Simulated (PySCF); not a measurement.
**C2H6AlCl (dimethylaluminum chloride) at 6 levels**

We compute a comparison of 6 runs (BLYP/cc-pVDZ, PBE/cc-pVDZ, PBE0/cc-pVDZ, TPSS/cc-pVDZ, wB97M-V/cc-pVDZ, CCSD(T)/cc-pVDZ) of C2H6AlCl (dimethylaluminum chloride). The job is set up through a Python script.

The calculation is run with PySCF 2.14.0.

1 further run of the same task is left out (set aside as unsound or not needed). Runs told in other sessions of the task aren't counted.

## 1. The molecule

C2H6AlCl has 10 atoms, charge 0, and is taken as a singlet. As SMILES, `[CH3][Al]([CH3])[Cl]`. The Al2–Cl4 distance was set to 2.748 Å, away from the relaxed value.

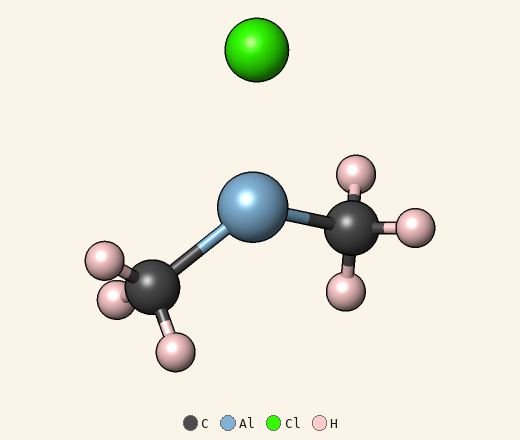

The structure, seen from a chosen angle (carbon dark grey, aluminium light blue, chlorine green, hydrogen pink).

## 2. The energy at BLYP/cc-pVDZ (run 1)

run.py reads:

```python
from pyscf import gto, dft

mol = gto.M(
    atom=[
    ('C', (-0.259709, 1.835664, -0.661311)),
    ('Al', (0.005691, 0.030864, 0.005489)),
    ('C', (1.000191, -0.454736, 1.601389)),
    ('Cl', (-1.112300, -2.038200, -1.415400)),
    ('H', (-0.863409, 1.861264, -1.570411)),
    ('H', (-0.752209, 2.458864, 0.092489)),
    ('H', (0.701791, 2.313064, -0.878111)),
    ('H', (0.360391, -0.993736, 2.307189)),
    ('H', (1.416691, 0.414164, 2.116689)),
    ('H', (1.824891, -1.130036, 1.353089)),
],
    max_memory=1860,
    basis='cc-pvdz',
    spin=0,
    verbose=3,
)

mf = dft.RKS(mol)
mf.xc = 'blyp'
mf.grids.level = 5
mf.conv_tol = 1e-10
mf.kernel()
if not mf.converged:
    mf = mf.newton().run(mf.mo_coeff, mf.mo_occ)

etot = mf.e_tot
print('E(%s) = %.9f' % ('BLYP', etot))
```

Command:

```sh
OMP_NUM_THREADS=1 python run.py
```

The program printed:

```text
converged SCF energy = -782.432508374466
E(BLYP) = -782.432508374
```

Run time: 26 s. Hardware: 1 thread of Arm Neoverse V2, shared host; peak memory 0.48 GiB.

## 3. The energy at PBE/cc-pVDZ (run 2)

run.py reads:

```python
from pyscf import gto, dft

system = gto.Mole()
system.atom = '''
C     -0.259709     1.835664    -0.661311
Al     0.005691     0.030864     0.005489
C      1.000191    -0.454736     1.601389
Cl    -1.112300    -2.038200    -1.415400
H     -0.863409     1.861264    -1.570411
H     -0.752209     2.458864     0.092489
H      0.701791     2.313064    -0.878111
H      0.360391    -0.993736     2.307189
H      1.416691     0.414164     2.116689
H      1.824891    -1.130036     1.353089
'''
system.basis = 'cc-pvdz'
system.max_memory = 1860
system.verbose = 3
system.spin = 0
system.build()

myscf = dft.RKS(system)
myscf.xc = 'pbe'
myscf.grids.level = 5
myscf.conv_tol = 1e-10
myscf.kernel()
if not myscf.converged:
    myscf = myscf.newton().run(myscf.mo_coeff, myscf.mo_occ)

etot = myscf.e_tot
print('E(%s) = %.9f' % ('PBE', etot))
```

Command:

```sh
OMP_NUM_THREADS=1 python run.py
```

The program printed:

```text
converged SCF energy = -782.046375465164
E(PBE) = -782.046375465
```

It took 26 s on 1 thread of Arm Neoverse V2, shared host; peak memory 0.48 GiB.

Runs 3 to 5 aren't shown in full; the table further down has their settings and results.

## 4. A single-point energy at CCSD(T)/cc-pVDZ (run 6)

calc.py reads:

```python
from pyscf import gto, cc

system = gto.M(
    atom='''
C     -0.490779     3.468902    -1.249697
Al     0.010754     0.058325     0.010373
C      1.890087    -0.859326     3.026187
Cl    -2.101942    -3.851640    -2.674718
H     -1.631607     3.517279    -2.967647
H     -1.421469     4.646580     0.174779
H      1.326193     4.371057    -1.659389
H      0.681040    -1.877889     4.359955
H      2.677158     0.782657     3.999963
H      3.448544    -2.135459     2.556968
''',
    basis='cc-pvdz',
    verbose=3,
    max_memory=1860,
    unit='bohr',
    spin=0,
)

myscf = system.RHF()
myscf.conv_tol = 1e-10
myscf.kernel()
if not myscf.converged:
    myscf = myscf.newton().run(myscf.mo_coeff, myscf.mo_occ)

mycc = cc.CCSD(myscf, frozen=12)
mycc.kernel()
e_t = mycc.ccsd_t()
energy = mycc.e_tot + e_t
print('E(%s) = %.9f' % ('CCSD(T)', energy))
```

Command:

```sh
OMP_NUM_THREADS=1 python calc.py
```

The program printed:

```text
converged SCF energy = -780.695771293842
E(CCSD) = -781.2361155921164  E_corr = -0.54034429827494
CCSD(T) correction = -0.0140933486206239
E(CCSD(T)) = -781.250208941
```

Wall time 35 s (1 thread of Arm Neoverse V2, shared host); peak memory 0.5 GiB.

## 5. All runs side by side

| run | level | nlc grid | integration grid | energy (Eh) | dipole moment (D) of the reference | HOMO energy (eV) | LUMO energy (eV) | wall time |
| --- | --- | --- | --- | --- | --- | --- | --- | --- |
| 1 | BLYP/cc-pVDZ | – | 5 | -782.432508 | 5.15 | -5.75 | -1.98 | 26 s |
| 2 | PBE/cc-pVDZ | – | 5 | -782.046375 | 5.26 | -5.95 | -2.13 | 26 s |
| 3 | PBE0/cc-pVDZ | – | 5 | -782.128263 | 5.54 | -7.34 | -1.41 | 25 s |
| 4 | TPSS/cc-pVDZ | – | 5 | -782.552891 | 5.29 | -6.08 | -2.02 | 52 s |
| 5 | wB97M-V/cc-pVDZ | 1 | 5 | -782.399827 | 5.59 | -9.58 | 0.23 | 2 min |
| 6 | CCSD(T)/cc-pVDZ | – | – | -781.250209 | 5.98 | -10.58 | 1.32 | 35 s |

## 6. Outcome

| quantity | value |
| --- | --- |
| run 6: total energy | -781.25021 Eh |
| run 6: dipole moment (Hartree–Fock density) | 5.98 D |
| run 6: HOMO energy (Hartree–Fock orbitals) | -10.58 eV |
| run 6: LUMO energy (Hartree–Fock orbitals) | 1.32 eV |
| run 6: HOMO–LUMO gap (Hartree–Fock orbitals) | 11.90 eV |
| run 6: correlation energy (12 core orbitals frozen) | -554.4 mEh |
| run 6: (T) correction | -14.09 mEh |
| run 6: T1 diagnostic | 0.012 |

What this shows: Over runs 1, 2, 3, 4, 5 the dipole moment (its size) runs from 5.15 D (BLYP/cc-pVDZ) to 5.59 D (wB97M-V/cc-pVDZ). Over runs 1, 2, 3, 4, 5 the HOMO–LUMO gap runs from 3.76 eV (BLYP/cc-pVDZ) to 9.82 eV (wB97M-V/cc-pVDZ). Totals of different functionals can't be ranked against each other. All runs together took 4.7 min, the longest 2 min.
